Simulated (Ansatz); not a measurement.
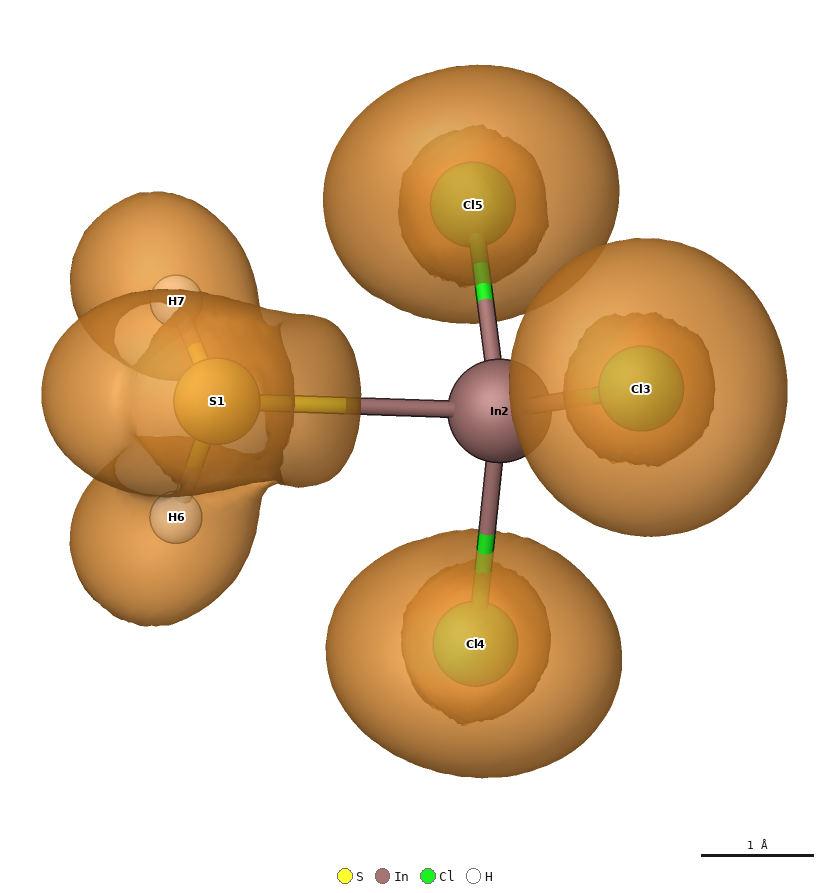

Figure 1: Cl3H2InS (SMILES [SH2+][In-]([Cl])([Cl])[Cl]). Isosurface of the ELF at 0.75 (orange), seen across its widest extent. Only the valence region is drawn (cores and ρ < 0.01 e/Å³ removed).

Geometry: PBE0-D4/def2-TZVP; core potentials replace the inner electrons of In.

Level of theory: RKS PBE0-D4/def2-TZVPP (Ansatz 0.2.0).

```xyz
7

S    -0.7732    0.7426    1.3118
In    0.7764   -0.6046   -0.4891
Cl    2.4622   -1.4391    0.8549
Cl   -0.9056   -2.0451   -1.1995
Cl    1.2246    1.2474   -1.8232
H    -1.8958    0.2108    0.7928
H    -0.8274    1.8202    0.5068
```

Describe the localisation domains.

The surface consists of three regions wrapped around Cl (the valence shell of each) and one joined region spread over several atoms (H, S), in which their bonds and any lone pairs are merged.

Values along the shortest contacts:
In–Cl (2.31 Å): the ELF peaks at about 0.80 in the valence shell of Cl, 0.8 Å from its nucleus, and drops to about 0.15 between the two atoms. In–S (2.73 Å): the ELF peaks at about 0.95 in the valence shell of S, 0.9 Å from its nucleus, and drops to about 0.15 between the two atoms.
